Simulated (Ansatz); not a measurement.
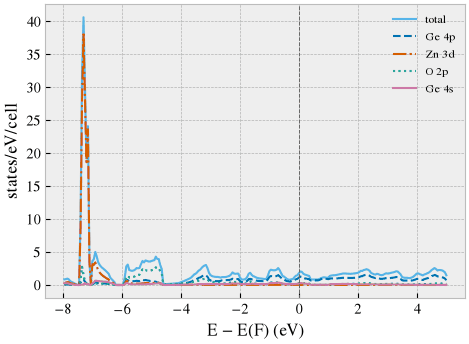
Fig. 1. Total and projected density of states of ZnGe₂O in space group R3m (No. 160; Zn on 3a, O on 3a, Ge on 3a, Ge on 3a), the program Ansatz at the PBE level (PAW)

Question: Which orbitals carry the states next to the Fermi level?

Answer: Within 0.5 eV of the Fermi level: Ge 4p 65 %, O 2p 13 %, Ge 4s 12 %, outside the projected shells 5 %. Projections are on Löwdin-orthogonalised atomic valence shells; empty p or d shells of many metals are not among them.

Question: Where is the tallest occupied peak in this window, and what makes it?

Answer: Near -7.3 eV, about 41 states/eV per cell; the largest projected share is Zn 3d.

The start of the workflow was typed in or built on a structure type; neither database checked (COD, Materials Project) lists it. Its standing as an ambient phase is unchecked. Symmetry was held in the PBE relaxation; its stability against distortions is not shown here. The volume moved by 30 % from the start of the relaxation. Scalar-relativistic: spin–orbit coupling is off unless named, which matters more the heavier the elements.

Potentials: the earlier of the program's two PAW sets.
